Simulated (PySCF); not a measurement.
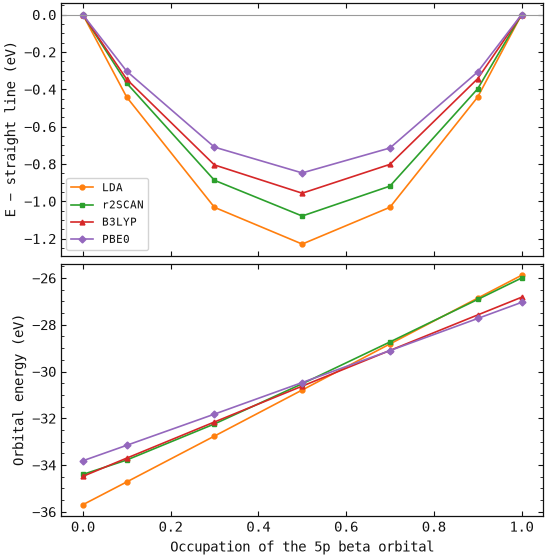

One 5p beta orbital of Xe²⁺ ([Kr] 4d¹⁰ 5s² 5p⁴) is emptied in steps. The plot gives the energy less the straight line between the integer ends; the lower panel gives the orbital energy. PySCF, x2c-TZVPall, spin-free X2C-1e, unrestricted single determinants, no spin-orbit coupling.

> Describe the curvature of each method.

LDA: convex (delocalisation error), largest departure −1.2 eV, removal energy 30.79 eV, orbital energy from −25.9 eV when full to −35.7 eV when empty; r2SCAN: convex (delocalisation error), largest departure −1.1 eV, removal energy 30.43 eV, orbital energy from −26.0 eV when full to −34.4 eV when empty; B3LYP: convex (delocalisation error), largest departure −0.96 eV, removal energy 30.63 eV, orbital energy from −26.8 eV when full to −34.5 eV when empty; PBE0: convex (delocalisation error), largest departure −0.85 eV, removal energy 30.46 eV, orbital energy from −27.0 eV when full to −33.8 eV when empty. The NIST semi-empirical removal energy is 31.05 eV. The exact energy is a straight line between whole electron numbers.
